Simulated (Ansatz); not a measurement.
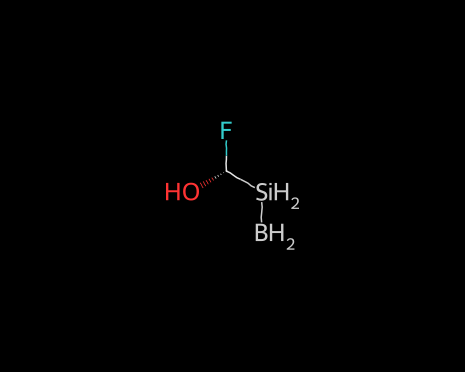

Simulated data, not a measurement (program: Ansatz).

A structural formula.

Q: Write the SMILES.

A: B[SiH2][C@H](O)F

Q: Give the formula, hydrogens included.

A: CH6BFOSi.

Q: An optimisation with PBE-D4/def2-SVP gave a structure of which point group?

A: C1.
